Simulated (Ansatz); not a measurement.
Cost and result by functional for the surface energy of the (11-20) surface of 2H silicon carbide (a metastable polymorph) in its 1x1 cell (cut with top plane 2 C + 2 Si, bottom plane 2 C + 2 Si), relaxed from an ideal cut (the real face may reconstruct), outermost plane spacing 1.55 Å in the ideal cut, in Ansatz (plane waves, PAW). Single points on the PBE structure, on one kind of machine; costs are rough ratios of the slab run's core time (references not counted) to the cheapest single point. r2SCAN's cost holds its higher cutoff (500 against 420 eV). Differences are taken against HSE06 for comparison alone: no measured value is at hand, so the table doesn't rank accuracy. HSE06 ran on a coarser k-mesh, which lowers its cost and carries part of its shift.

Set-up: 32 atoms, C16Si16, 10.8 Å thick at the start; mesh 5x5x1; 0.025 eV smearing; dipole correction on; all atoms relaxed; held to the start's symmetry, so lower structures may exist; no spin, no spin-orbit, no U. These notes are the PBE run's.

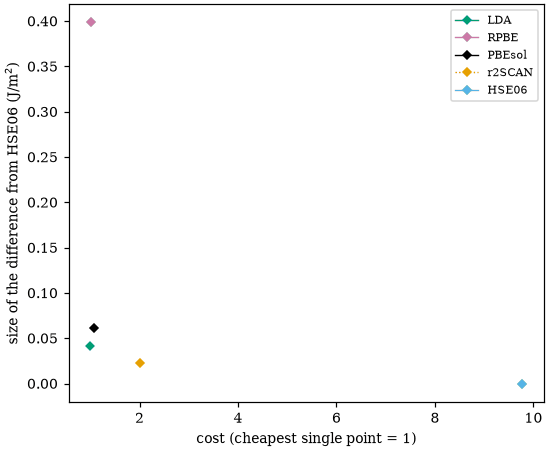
*Difference from HSE06 against cost*

```tsv
functional	relative cost	surface energy (J/m²)	less HSE06 (J/m²)
LDA	1	2.87	0.04
RPBE	1	2.43	-0.40
PBEsol	1	2.77	-0.06
r2SCAN	2	2.81	-0.02
HSE06	10	2.83	0.00
PBE (the relaxed run's value)	–	2.58	-0.25
```

The values span 0.44 J/m², while the single points' costs differ by a factor of roughly 10. Differences are of unrounded values.

Ansatz is an electronic-structure program.
